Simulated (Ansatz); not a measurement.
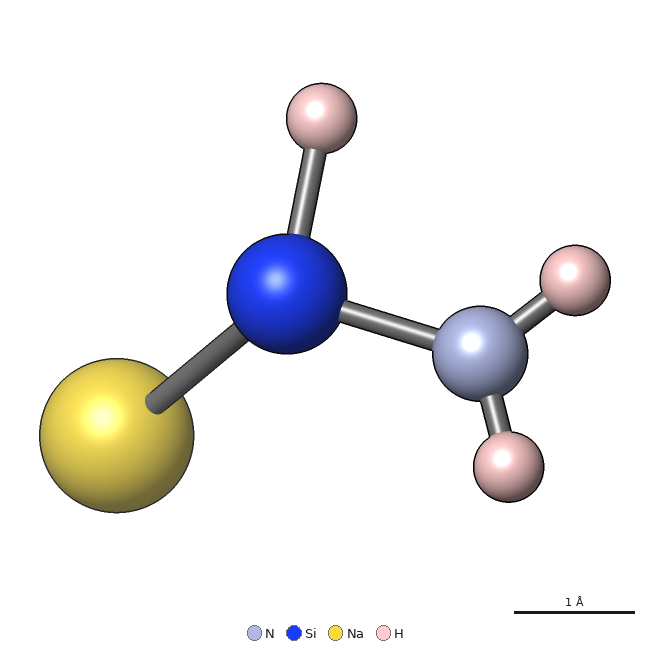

Every bond is drawn as one stick, whatever its order.

State: neutral, doublet.

Describe the molecule.

It has 6 atoms: 3 hydrogen, 1 nitrogen, 1 sodium and 1 silicon (H3NNaSi). The point group is C1. It is an open-shell species. Coordination: 1 N trigonal planar; 1 Si trigonal pyramidal.

The parts below concern this one geometry. Atoms keep their numbers from picture to picture. The computed structure is the end point of a PBE0-D4/def2-TZVP optimisation. No frequency run is at hand to confirm it as a minimum.

### Shape

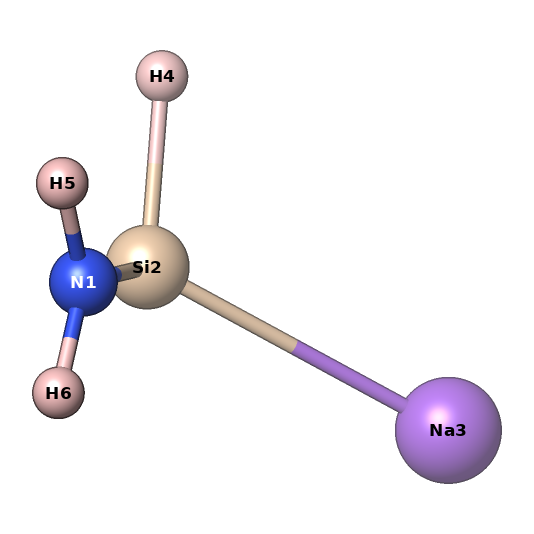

Si2 lies behind N1. The molecule seen a little off the N1–Si2 bond, N1 in front. Distant atoms are faded towards the background colour. No frequency run is at hand to confirm it as a minimum.

> What is the torsion angle H5–N1–Si2–Na3? The sign is positive where the front bond must turn clockwise to cover the back bond.

123°, anticlinal.

### Charges

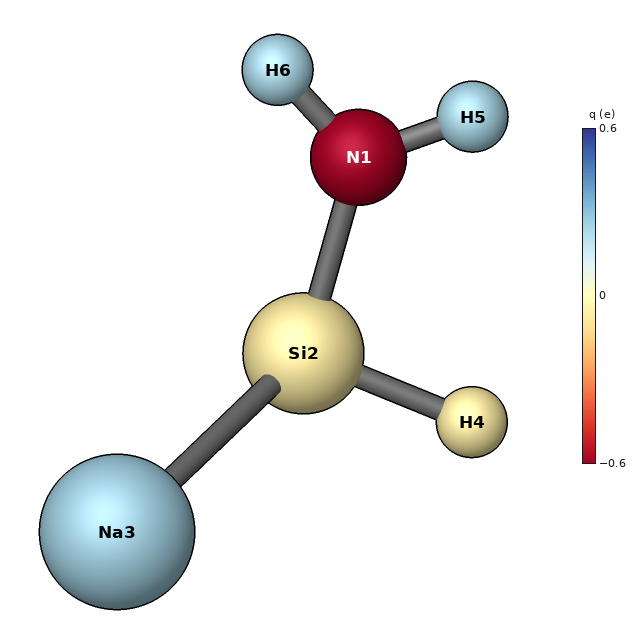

Atoms are coloured by their Mulliken charges. No frequency run is at hand to confirm it as a minimum. Method: UKS PBE0-D4/def2-TZVP (Ansatz 0.2.0).

Give the Mulliken charges atom by atom.

```csv
atom,value (e)
N1,−0.59
Si2,−0.07
Na3,0.25
H4,−0.06
H5,0.24
H6,0.23
```

### Dipole moment

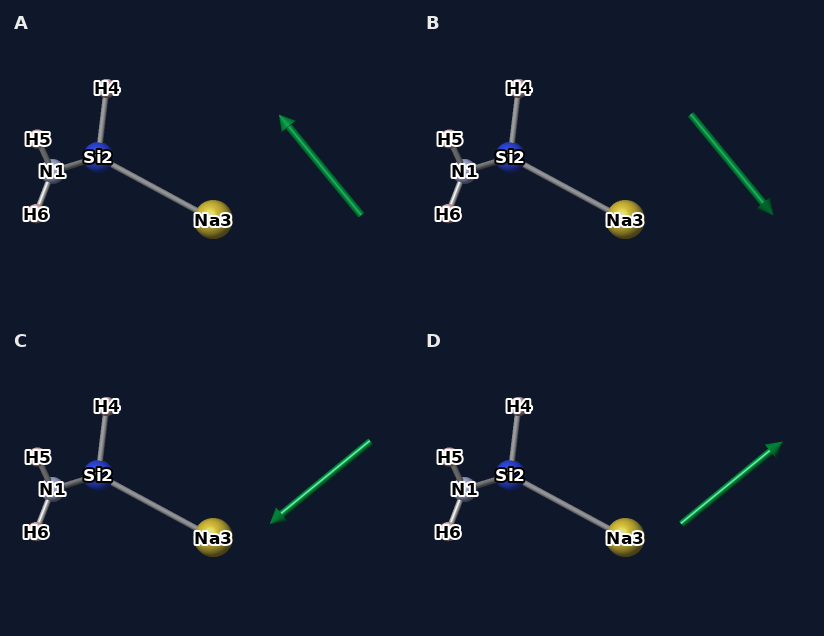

The same molecule four times, each with an arrow. No frequency run is at hand to confirm it as a minimum. Properties computed with UKS PBE0-D4/def2-TZVP (Ansatz 0.2.0).

> Which arrow points along the dipole moment, from the negative to the positive end?

B. The dipole moment is 3.30 D; it points from the side of H4, H5 to the side of Na3 (the outermost atoms at the two ends).

### Electronic properties

No frequency run is at hand to confirm it as a minimum. Properties computed with UKS PBE0-D4/def2-TZVPP (Ansatz 0.2.0).

Predict the main results.

- HOMO energy (Kohn–Sham orbital): −3.43 eV
- ⟨S²⟩ of the determinant: 0.762

Mulliken values depend strongly on the basis set and can even reverse the polarity of a bond.
